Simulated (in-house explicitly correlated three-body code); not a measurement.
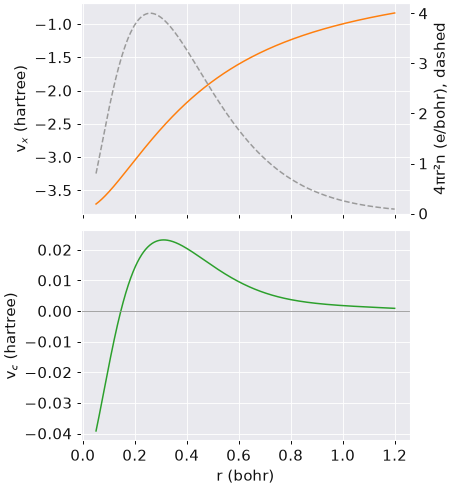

Two electrons around a point charge Z = 4.1. Computed variationally in 260 exponentially correlated functions with an in-house code, non-relativistic, converged to about 10⁻⁷ hartree. The plot shows the exact exchange and correlation potentials of the ground state, from inverting its density, with the radial density dashed.

Describe the exact correlation potential.

The exchange potential, minus half the Hartree potential for two paired electrons, rises from −3.71 hartree at 0.051 bohr to −0.83 at 1.2 bohr, tending to −1/r far out. The correlation potential is −0.039 hartree at the inner end, crosses zero near 0.15 bohr and has a positive maximum of 0.023 hartree near 0.31 bohr; the density peaks at 0.26 bohr. The LDA correlation potential, by contrast, is negative everywhere. The Kohn-Sham level equals minus the binding of the second electron, −163.2 eV.
